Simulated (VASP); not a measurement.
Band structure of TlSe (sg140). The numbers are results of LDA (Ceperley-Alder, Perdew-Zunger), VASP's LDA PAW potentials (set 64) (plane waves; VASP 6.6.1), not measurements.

Unless said otherwise, spin-orbit coupling is left out, though it shifts the bands of the heavy elements here.

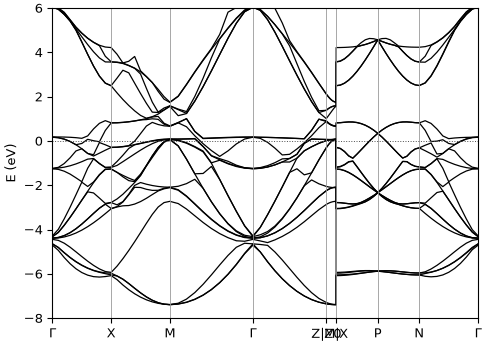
Figure: Bands along high-symmetry lines, zero at the valence-band maximum or, without a gap, the Fermi level

Read the plot: is there a gap, and where are the band edges?

It has no gap at this level: it comes out as a metal or semimetal. (Edges off the drawn lines would not show.)

The compound is TlSe in the sg140 structure. It was relaxed first, which changed the volume by -17 %.
